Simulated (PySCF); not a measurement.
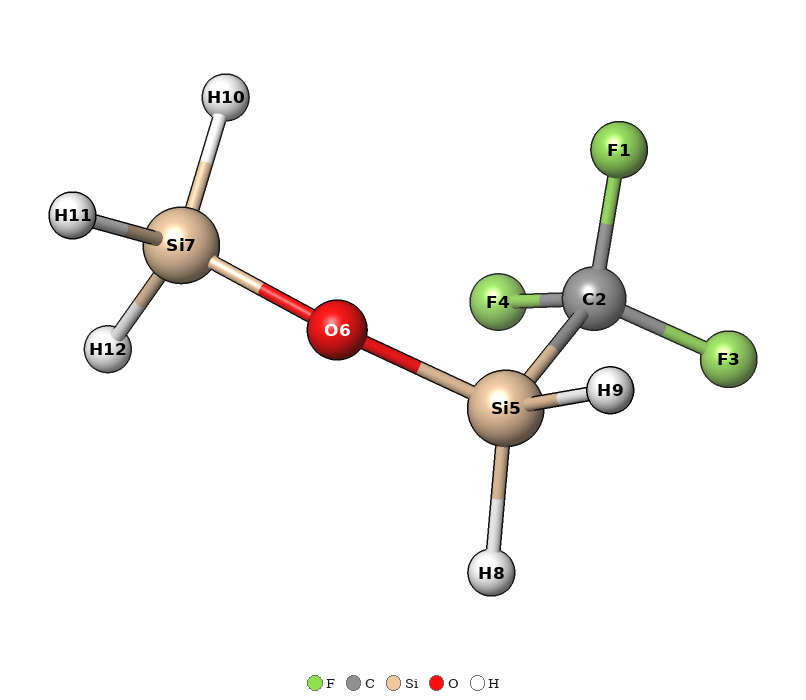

The geometry was computed by an optimisation with PBE0-D3(BJ)/def2-SVP. No frequency run is at hand to confirm it as a minimum. Electric field gradients from the ground-state density, B3LYP/def2-TZVP (PySCF 2.14.0), non-relativistic apart from any core potentials.

Give the largest field-gradient component, the quadrupole coupling constant and the asymmetry for 17O at O6 (Q = −25.6 mb), 2H at H8 (Q = 2.86 mb), 2H at H9 (Q = 2.86 mb).

```
atom  V_zz (a.u.)  e²qQ/h (MHz)     η
  O6        1.022         −6.15  0.21
  H8        0.142         0.095  0.03
  H9        0.144         0.097  0.03
```
